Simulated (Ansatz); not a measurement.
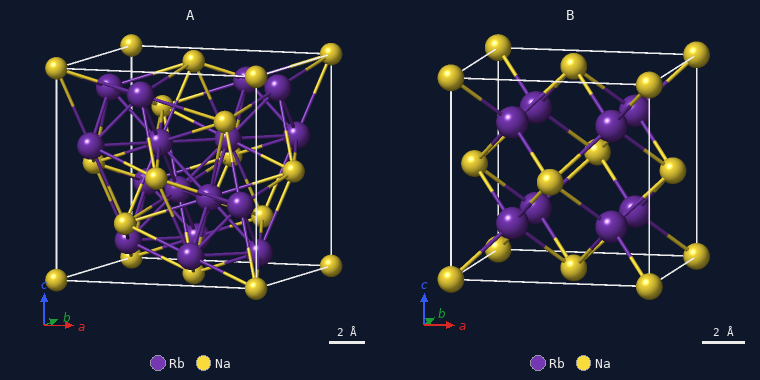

Two structures of Rb2Na, each relaxed to rest (conventional cells in solid outline, small ones repeated, not to one scale). Method: Ansatz 0.2.0, DFT PBE, scalar-relativistic, plane waves, PAW, without spin polarisation.

**Give the type and space group of each.**

A: cubic Laves phase (C15, MgCu₂ type), Fd-3m. B: antifluorite, Fm-3m.

**Which has the lower energy, and by how much?**

B is lower, by 72 meV/atom at this level of theory (energies at zero smearing). Volumes: A 77.8, B 80.8 Å³/atom.

One or both may be structure types tried for this composition rather than known phases.
